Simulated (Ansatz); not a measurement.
## A hypothetical structure for ZnCr2As2

This structure for ZnCr2As2 is made up. Its elements were placed in a known structure type with a cell scaled to their sizes. What cell does the guess relax to, and how far off was it?

Calculated with Ansatz 0.2.0; DFT, PBE, plane-wave PAW, files of the set soft_1, scalar-relativistic, ferromagnetic start, cell and ions relaxed at zero pressure; PAW set soft_1.

### Step 1. Starting point

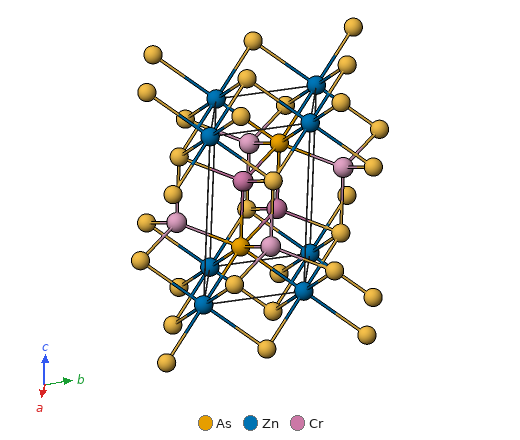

The starting structure, seen slightly off an axis (arsenic orange, zinc blue, chromium pink). Some periodic images of atoms are drawn too.

### Step 2. Relaxing cell and atoms

The guess takes its coordinates from another compound and its volume from a rule, so the cell and any free coordinates are relaxed together.

Contents of input.yaml:

```yaml
crystal:
  lattice:
    - [4.113, 0.0, 0.0]
    - [-2.0565, 3.561962486, 0.0]
    - [0.0, 0.0, 6.548]
  atoms:
    - { symbol: As, position: [0.666666667, 0.333333333, 0.2424] }
    - { symbol: As, position: [0.333333333, 0.666666667, 0.7576] }
    - { symbol: Zn, position: [0.0, 0.0, 0.0] }
    - { symbol: Cr, position: [0.666666667, 0.333333333, 0.6326], spin: 3.0 }
    - { symbol: Cr, position: [0.333333333, 0.666666667, 0.3674], spin: 3.0 }
magnetization:
  spin_polarized: true
kpoints:
  mp_grid: { grid: [8, 8, 4] }
scf:
  occupations: { method: fermi_dirac, width: 0.05 }
hamiltonian:
  xc: pbe
  pseudopotentials: { kind: paw, azcp: { folder: soft_1 } }
relax:
  f_tol: 0.015
  max_steps: 70
  cell: {}
output:
  forces: true
  stress: true
```

Launch:

```console
> ansatz run input.yaml --threads 4 --pin off --max-ram 8192MiB --backend cpu --events-out ev --progress --plain --runs-dir out
```

Numbers of over 12 decimals in the logs are rounded to 6 here.

The program printed:

```text
Engine: ansatz 0.2.0, aarch64-unknown-linux-gnu
Pseudopotentials: kind: paw
Pseudopotential: As, paw, valence charge 15, recommended cutoff 420 eV (normal), soft_1/As.paw.azcp
Pseudopotential: Zn, paw, valence charge 12, recommended cutoff 420 eV (normal), soft_1/Zn.paw.azcp
Pseudopotential: Cr, paw, valence charge 14, recommended cutoff 420 eV (normal), soft_1/Cr.paw.azcp
Functional definition: PBE
  parameter kappa = 0.804
  parameter beta = 0.066725
  exchange = pbe_x(kappa = kappa, mu = beta*pi^2/3)
  correlation = pbe_c(beta = beta)
Crystal: 5 atoms, lattice volume = 95.931 Å³
Basis set: ecut = 420 eV, 1833 PW (Γ), exchange–correlation on 60×60×90 points (8 copies of the dense FFT grid, shifted against one another)
Bands: 46, of which v1, the nominal top of the filled ones, is band 35 counted from 1 (34 counted from 0)
Symmetry: 12 space group operations
Space group: P-3m1 (ITA 164), of the structure as read, at distance tolerance 4.6e-5 Å
Magnetic group: BNS 164.85 (UNI 1315), of the structure as read, at distance tolerance 4.6e-5 Å
k-points: 35 of 256
Non-local potential: As, projectors of the file, l = 0: 2, l = 1: 2, l = 2: 3, l = 3: 1
Non-local potential: Zn, projectors of the file, l = 0: 2, l = 1: 2, l = 2: 3, l = 3: 1
Non-local potential: Cr, projectors of the file, l = 0: 3, l = 1: 2, l = 2: 3, l = 3: 1
PAW form: soft (Blöchl's): semilocal exchange-correlation on the pseudo side does not see the compensation charge
PAW one-centre angular grid: As, 590 points (default); XC on 64 Gauss nodes
PAW one-centre angular grid: Zn, 590 points (default); XC on 64 Gauss nodes
PAW one-centre angular grid: Cr, 590 points (default); XC on 64 Gauss nodes
Initial density: superposition of atomic densities (chi_scale 0.1, normalization cell)
Starting moments: Σ|m| = 6 μB on 2 of 5 sites
Initial wavefunctions: pseudopotential atomic-orbital guess
Functional: x = pbe(κ = 0.804, μ = 0.219515), c = pbe(β = 0.066725)
SCF iter   1: F=—  HF=-19787.320433 eV  |F-HF|=—  |Δ(HF+E_count)|=         —  Δρ=4.54e-2 (↑4.54e-2 ↓4.01e-2)  dr2=8.63e0  dr2_m=5.59e-2  M=5.541 μB ∫|m|=5.859 μB  β_m=0.30  ethr=3.10e-3  ⟨swp⟩=6.1  Hψ=11811  notcnv=0
Mixer restart at iter 1: flushing history
preconditioner: auto → Kerker (q_TF=auto, 2.589 Å⁻¹)  [metal: Δε(μ)=0.003 eV  Ē_g=7.598 eV  σ=0.050 eV  W_gap=0.01  n_scr=22 (ndim 8)  ℏωp=22.1 eV  f_vac=0.000  D(μ)=6.57/eV (n_scr^D=66)]
spin=Collinear: Kerker preconditioning applied to the charge; magnetization (m = ρ↑ − ρ↓) channel mixes plain (no charge-response kernel on spin).
SCF iter   2: F=—  HF=-19786.257083 eV  |F-HF|=—  |Δ(HF+E_count)|=    1.06e0  Δρ=2.64e-2 (↑1.79e-2 ↓2.64e-2)  dr2=3.02e0  dr2_m=4.25e-2  M=5.624 μB ∫|m|=6.007 μB  β_m=0.43  ethr=3.10e-3  ⟨swp⟩=3.5  Hψ=6474  notcnv=0  defer=157
SCF iter   3: F=—  HF=-19785.646167 eV  |F-HF|=—  |Δ(HF+E_count)|=   6.11e-1  Δρ=1.26e-2 (↑1.20e-2 ↓1.26e-2)  dr2=7.41e-1  dr2_m=6.41e-2  M=5.743 μB ∫|m|=6.231 μB  β_m=0.71  ethr=3.10e-3  ⟨swp⟩=2.0  Hψ=4399  notcnv=0  defer=157
SCF iter   4: F=—  HF=-19785.587904 eV  |F-HF|=—  |Δ(HF+E_count)|=   5.83e-2  Δρ=9.82e-3 (↑9.82e-3 ↓8.00e-3)  dr2=1.06e-1  dr2_m=3.04e-2  M=6.047 μB ∫|m|=6.625 μB  β_m=0.66  ethr=1.06e-3  ⟨swp⟩=2.8  Hψ=5629  notcnv=0  defer=146
SCF iter   5: F=—  HF=-19785.704870 eV  |F-HF|=—  |Δ(HF+E_count)|=         —  Δρ=2.05e-2 (↑2.05e-2 ↓1.44e-2)  dr2=5.15e-2  dr2_m=2.65e-1  M=6.740 μB ∫|m|=7.362 μB  β_m=0.66  ethr=1.51e-4  ⟨swp⟩=2.0  Hψ=5447  notcnv=0  defer=156
Mixer restart at iter 5: flushing history
SCF iter   6: F=—  HF=-19785.654241 eV  |F-HF|=—  |Δ(HF+E_count)|=   5.06e-2  Δρ=6.17e-3 (↑4.41e-3 ↓6.17e-3)  dr2=1.04e-2  dr2_m=2.15e-2  M=6.745 μB ∫|m|=7.372 μB  β_m=0.76  ethr=7.35e-5  ⟨swp⟩=2.3  Hψ=6477  notcnv=0  defer=156
SCF iter   7: F=—  HF=-19785.662956 eV  |F-HF|=—  |Δ(HF+E_count)|=   8.71e-3  Δρ=5.13e-3 (↑5.13e-3 ↓2.68e-3)  dr2=1.16e-2  dr2_m=1.02e-2  M=6.850 μB ∫|m|=7.492 μB  β_m=0.68  ethr=1.49e-5  ⟨swp⟩=2.0  Hψ=6837  notcnv=0  defer=166
SCF iter   8: F=—  HF=-19785.656335 eV  |F-HF|=—  |Δ(HF+E_count)|=   6.62e-3  Δρ=6.61e-4 (↑3.91e-4 ↓6.61e-4)  dr2=1.75e-3  dr2_m=6.54e-5  M=6.841 μB ∫|m|=7.484 μB  β_m=0.72  ethr=1.49e-5  ⟨swp⟩=2.1  Hψ=6068  notcnv=0  defer=166
SCF iter   9: F=—  HF=-19785.656318 eV  |F-HF|=—  |Δ(HF+E_count)|=   1.75e-5  Δρ=4.84e-4 (↑4.84e-4 ↓2.62e-4)  dr2=6.52e-4  dr2_m=4.77e-5  M=6.847 μB ∫|m|=7.492 μB  β_m=0.72  ethr=2.50e-6  ⟨swp⟩=2.0  Hψ=4055  notcnv=0  defer=165
SCF iter  10: F=—  HF=-19785.656113 eV  |F-HF|=—  |Δ(HF+E_count)|=   2.05e-4  Δρ=3.78e-4 (↑3.78e-4 ↓9.54e-5)  dr2=1.68e-4  dr2_m=2.46e-5  M=6.859 μB ∫|m|=7.507 μB  β_m=0.86  ethr=9.31e-7  ⟨swp⟩=2.1  Hψ=4358  notcnv=0  defer=165
SCF iter  11: F=—  HF=-19785.656231 eV  |F-HF|=—  |Δ(HF+E_count)|=   1.18e-4  Δρ=1.62e-4 (↑1.62e-4 ↓4.04e-5)  dr2=3.67e-5  dr2_m=4.14e-6  M=6.856 μB ∫|m|=7.504 μB  β_m=0.93  ethr=2.40e-7  ⟨swp⟩=2.0  Hψ=3742  notcnv=0  defer=165
SCF iter  12: F=—  HF=-19785.656283 eV  |F-HF|=—  |Δ(HF+E_count)|=   5.21e-5  Δρ=1.73e-5 (↑1.73e-5 ↓1.61e-5)  dr2=1.59e-6  dr2_m=4.63e-9  M=6.854 μB ∫|m|=7.502 μB  β_m=0.76  ethr=5.25e-8  ⟨swp⟩=2.0  Hψ=5102  notcnv=0  defer=165
[...]
relax step   6: F+E_penalty+E_count = -19785.96349631 eV  Δ(F+E_penalty+E_count) = -1.191e-1 eV  max|allowed force component| = 3.957e-1 eV/Å  Δτ_max = 0.1946 Å  P = -1.631 GPa  Ω = 91.836 Å³  energy of the carried Pulay correction = +1.446e-3 eV  (13 SCF iters, dr2 threshold 5.00e-7 eV, accepted)
relax step   7: F+E_penalty+E_count = -19786.12322201 eV  Δ(F+E_penalty+E_count) = -1.597e-1 eV  max|allowed force component| = 4.831e-1 eV/Å  Δτ_max = 0.1971 Å  P = -1.478 GPa  Ω = 89.605 Å³  energy of the carried Pulay correction = +2.261e-3 eV  (13 SCF iters, dr2 threshold 5.00e-7 eV, accepted)
relax step   8: F+E_penalty+E_count = -19786.23545132 eV  Δ(F+E_penalty+E_count) = -1.122e-1 eV  max|allowed force component| = 9.236e-2 eV/Å  Δτ_max = 0.1932 Å  P = -1.848 GPa  Ω = 88.166 Å³  energy of the carried Pulay correction = +2.798e-3 eV  (12 SCF iters, dr2 threshold 5.00e-7 eV, accepted)
relax step   9: F+E_penalty+E_count = -19786.26532397 eV  Δ(F+E_penalty+E_count) = -2.987e-2 eV  max|allowed force component| = 2.824e-2 eV/Å  Δτ_max = 0.1521 Å  P = +1.305 GPa  Ω = 83.389 Å³  energy of the carried Pulay correction = +4.639e-3 eV  (12 SCF iters, dr2 threshold 5.00e-7 eV, accepted)
relax step  10: F+E_penalty+E_count = -19786.26713836 eV  Δ(F+E_penalty+E_count) = -1.814e-3 eV  max|allowed force component| = 6.293e-2 eV/Å  Δτ_max = 0.0099 Å  P = -0.412 GPa  Ω = 85.103 Å³  energy of the carried Pulay correction = +3.967e-3 eV  (10 SCF iters, dr2 threshold 5.00e-7 eV, accepted)
relax step  11: F+E_penalty+E_count = -19786.27085687 eV  Δ(F+E_penalty+E_count) = -3.719e-3 eV  max|allowed force component| = 2.309e-3 eV/Å  Δτ_max = 0.0142 Å  P = +0.040 GPa  Ω = 84.595 Å³  energy of the carried Pulay correction = +4.165e-3 eV  (9 SCF iters, dr2 threshold 5.00e-7 eV, accepted)
relax step  12: F+E_penalty+E_count = -19786.27098175 eV  Δ(F+E_penalty+E_count) = -1.249e-4 eV  max|allowed force component| = 4.021e-3 eV/Å  Δτ_max = 0.0025 Å  P = +0.017 GPa  Ω = 84.607 Å³  energy of the carried Pulay correction = +4.161e-3 eV  (8 SCF iters, dr2 threshold 3.90e-8 eV, accepted)
relax step  13: F+E_penalty+E_count = -19786.27043454 eV  Δ(F+E_penalty+E_count) = +5.472e-4 eV  max|allowed force component| = 3.789e-3 eV/Å  Δτ_max = 0.0000 Å  P = +0.065 GPa  Ω = 84.607 Å³  stress off target by 1.12e-1 GPa  SCF on the basis re-selected at this cell (its energy is not comparable with the rows above)  (13 SCF iters)
relax step  14: F+E_penalty+E_count = -19786.27046705 eV  Δ(F+E_penalty+E_count) = -3.250e-5 eV  max|allowed force component| = 3.001e-3 eV/Å  Δτ_max = 0.0020 Å  P = +0.006 GPa  Ω = 84.678 Å³  energy of the carried Pulay correction = -2.606e-5 eV  (7 SCF iters, dr2 threshold 3.14e-8 eV, accepted)
relax step  15: F+E_penalty+E_count = -19786.27049532 eV  Δ(F+E_penalty+E_count) = -2.828e-5 eV  max|allowed force component| = 2.991e-3 eV/Å  Δτ_max = 0.0000 Å  P = +0.006 GPa  Ω = 84.678 Å³  stress off target by 9.07e-3 GPa  SCF on the basis re-selected at this cell (its energy is not comparable with the rows above)  (6 SCF iters)
basis re-selected at this cell: Δ(F+E_penalty+E_count) = -2.828e-5 eV, ΔP = -0.000 GPa vs the last step (what re-selecting the basis moved, of the pressure what is left beyond the Pulay correction that the steps carried, after the strain that the cell walked since its last selection, with what the two solves' SCF thresholds leave and, on support functions, any second-order correction that the steps lacked; it is no m [...]
SCF converged after 6 iterations
Magnetization: 5.6397 μB (37.8199 up, 32.1801 down)
Absolute magnetization: 6.4314 μB (∫|ρ↑−ρ↓|, with the PAW one-centre terms)
Spin contamination: 0.2443 ħ² per cell (⟨S²⟩ above its minimum at these occupations)
Per-site moments (μB) at R_I (Å): [(-0.125204, 1.020122), (-0.125204, 1.020122), (-0.00457885, 1.125032), (2.616421, 1.020122), (2.616421, 1.020122)]
Free energy (F): -19786.270495 eV
Harris-Foulkes:  -19786.270495 eV  (|F-HF|=3.64e-11)
Internal energy: -19786.256076 eV  (E = F + TS)
E sigma→0 (E₀):  -19786.263286 eV
Entropy (-TS):   -0.014419 eV (-2.884 meV/atom)
Fermi energy:    12.566327 eV
--- Per-component energies (eV) ---
  E_band       = -816.892755
  E_kinetic    = 947.747686
  E_local      = -8562.327303  (includes V_loc(G=0)·N_el)
  E_nonlocal   = 127.367416
  E_hartree    = 4179.329798
  E_xc         = -449.119723
  E_vxc        = -490.975078  (∫ρ·V_xc dr)
  E_paw        = -8370.521851  (= ΣΔE_a)
  E_vpaw       = -1197.366054  (= ΣTr[D̂ρ^β])
  E_aug_tail   = 0.001164  (compensation charges beyond the density's cutoff)
  E_ewald      = -7658.733262
  E_smearing   = -0.014419  (= −TS)
  E_closure    = 0.000000  (closes the sum)
  Σ components = -19786.270495   (vs F -19786.270495, Δ=0.00e0)
--- Forces (eV/Å), atoms counted from 1 ---
  atom   1  As     0.00000000    -0.00000000     0.00299150
  atom   2  As    -0.00000000     0.00000000    -0.00299150
  atom   3  Zn     0.00000000     0.00000000     0.00000000
  atom   4  Cr    -0.00000000     0.00000000    -0.00250418
  atom   5  Cr     0.00000000    -0.00000000     0.00250418
  max |Σ_I F_I| component: 9.83e-18 eV/Å
--- Stress (GPa, compression-positive) ---
        0.009068       0.000000      -0.000000
        0.000000       0.009068      -0.000000
       -0.000000      -0.000000       0.000418
  P = ⅓ Tr σ = 0.0062 GPa (0.062 kbar)
--- Relaxed structure (13 steps of the walk, 13 accepted, 2 SCFs on fresh bases) ---
  F+E_penalty+E_count = -19786.27049532 eV   max|allowed force component| = 2.991e-3 eV/Å   (the final SCF, on the basis selected at the relaxed cell)
  cell:  # Å, volume = 84.6777 Å³
    - [4.425898, 0, -8.521987406428803e-17]
    - [-2.212949, 3.832940, 4.260993703214401e-17]
    - [-1.3567219434830573e-16, 0, 4.991552]
  atoms:
    - { symbol: As, position: [0.666667, 0.333333, 0.304445] }
    - { symbol: As, position: [0.333333, 0.666667, 0.695555] }
    - { symbol: Zn, position: [0, 0, 4.238786746430805e-19] }
    - { symbol: Cr, position: [0.666667, 0.333333, 0.809004] }
    - { symbol: Cr, position: [0.333333, 0.666667, 0.190996] }
```

It took 98 s on 4 threads of Arm Neoverse V2, shared host; peak memory 0.64 GiB; 5.4 min of CPU time.

The steps of the relaxation:

```csv
step,energy less that of the first step (eV),largest force component (eV/Å),pressure (GPa),volume (Å³)
1,0.0000,0.2314,-1.35,95.93
2,-0.0662,0.1824,-0.10,93.33
3,-0.1397,0.0659,0.32,92.54
4,-0.1545,0.1058,-0.51,93.20
5,-0.1881,0.6676,-0.48,91.96
6,-0.3072,0.3957,-1.63,91.84
7,-0.4669,0.4831,-1.48,89.60
8,-0.5792,0.0924,-1.85,88.17
9,-0.6090,0.0282,1.31,83.39
10,-0.6109,0.0629,-0.41,85.10
11,-0.6146,0.0023,0.04,84.59
12,-0.6147,0.0040,0.02,84.61
13*,-0.6142,0.0038,0.06,84.61
14,-0.6142,0.0030,0.01,84.68
15*,-0.6142,0.0030,0.01,84.68
```

Relaxation steps marked * repeat the geometry before them on a plane-wave basis chosen anew for their cell, so energy and pressure can jump there.

The run keeps the 12 symmetry operations that it works with, so distortions that break them were not tested.

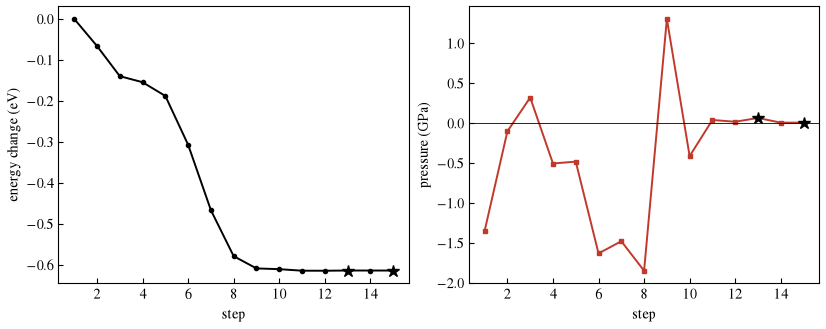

Energy and pressure along the relaxation. Stars mark steps on a basis chosen anew.

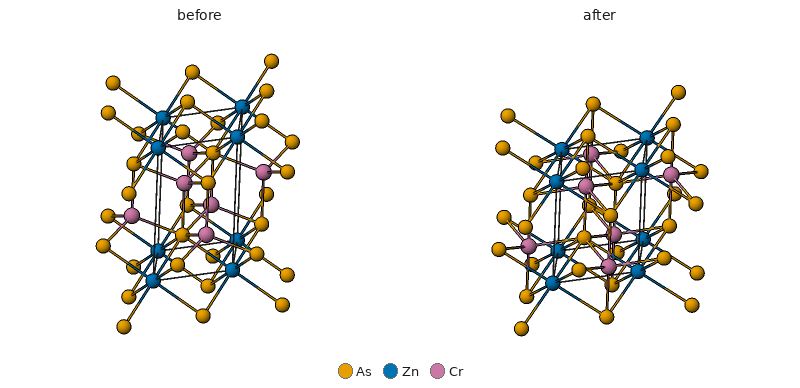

The structure before and after the relaxation, drawn at the same scale.

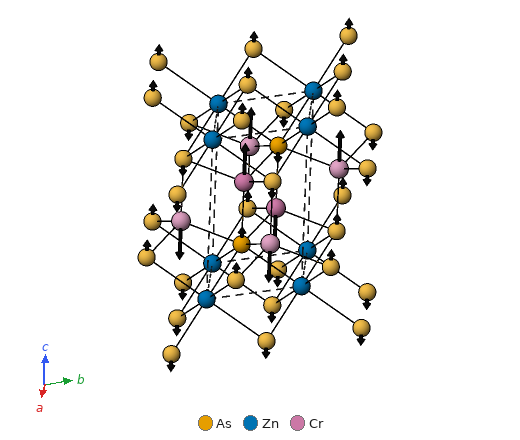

Displacements in the relaxation, exaggerated, measured against the changing cell; the longest in the cell stands for 0.88 Å. Some periodic images of atoms are drawn too.

```csv
cell as run,before,after,change
a (Å),4.113,4.426,+7.6 %
b (Å),4.113,4.426,+7.6 %
c (Å),6.548,4.992,-23.8 %
volume (Å³/atom),19.19,16.94,-11.7 %
```

The atoms that moved most (Å, as changes of fractional coordinates times the final cell):

```
atom     dx     dy      dz  length
 Cr4  0.000  0.000   0.881   0.881
 Cr5  0.000  0.000  -0.881   0.881
 As2  0.000  0.000  -0.310   0.310
 As1  0.000  0.000   0.310   0.310
```

Final coordinates:

```cif
data_structure
_symmetry_space_group_name_H-M 'P 1'
_symmetry_Int_Tables_number 1
_cell_length_a 4.4259
_cell_length_b 4.4259
_cell_length_c 4.9916
_cell_angle_alpha 90.000
_cell_angle_beta 90.000
_cell_angle_gamma 120.000
_cell_volume 84.68
loop_
_atom_site_label
_atom_site_type_symbol
_atom_site_fract_x
_atom_site_fract_y
_atom_site_fract_z
_atom_site_occupancy
As1 As 0.66667 0.33333 0.30445 1
As2 As 0.33333 0.66667 0.69555 1
Zn3 Zn 0.00000 0.00000 0.00000 1
Cr4 Cr 0.66667 0.33333 0.80900 1
Cr5 Cr 0.33333 0.66667 0.19100 1
```

This step gave:

```yaml
free_energy: -19786.2705 eV
energy_at_zero_smearing: -19786.2633 eV
smearing_term_ts: 0.01442 eV
fermi_energy: 12.57 eV
magnetization: 5.640 μB
absolute_magnetization: 6.431 μB
site_moments: -0.1252, -0.1252, -0.004579, 2.616, 2.616 μB
electrons: 70
symmetry_operations: 12
pressure: 0.006185 GPa
```

Site moment by atom:

```csv
atom,site moment (μB)
As1,-0.13
As2,-0.13
Zn3,0.00
Cr4,2.62
Cr5,2.62
```

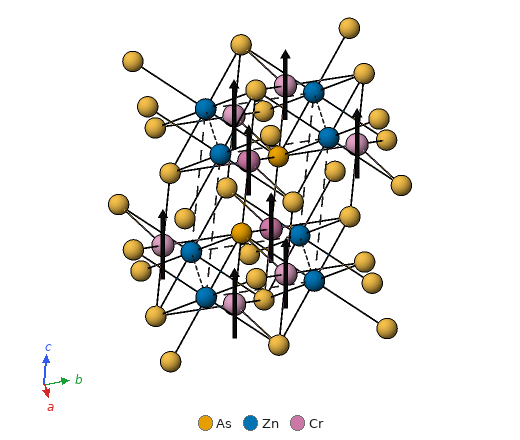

Site moment as arrows, the longest 2.62 μB. Up and down stand for the sign. Arrows give size and sign along the axis of quantisation, drawn up and down the page. Some periodic images of atoms are drawn too.

The shortest distance of each pair, which need not be the same contact before and after:

```
 pair  guess (Å)  relaxed (Å)
As–Cr      2.512        2.473
Cr–Zn      3.380        2.727
As–Zn      2.856        2.973
Cr–Cr      2.942        3.188
As–As      3.964        3.216
```

The relaxation ends with a largest force component of 0.0030 eV/Å and a pressure of 0.01 GPa.

### Step 3. Results

```
space group, relaxed : P-3m1
conventional cell    : a = 4.426, b = 4.426, c = 4.992 Å; α = 90.0°, β = 90.0°, γ = 120.0°
volume per atom      : 16.94 Å³ (guess 19.19)
total moment         : 5.64 μB in the cell of 5 atoms
```

**Reading.** ZnCr2As2 relaxes to P-3m1 with a = 4.426, b = 4.426 and c = 4.992 Å. The guessed volume was 13 % too large. The space group P-3m1 was held in the relaxation, so the end point is a stationary structure within it and may be a saddle against distortions or other arrangements. The input starts from parallel moments, and no other start was typed. Mesh and cutoff weren't tested. A vector of the cell changed its length by 24 %, so the starting arrangement is largely lost and the mesh was laid for another shape. No dispersion term is used, so weakly bound directions may come out too long. Nothing here tests whether the compound is stable against decomposition.

[Logs are printed without paths, hosts, clocks, repeated set-up lines and the standing remarks that a program may print on its own settings, such as how far it seeks lower states.]

[Hosts, paths, dates, database ids (printed as entryN), source tags and the programs' standing remarks are cut or masked in the printed files.]
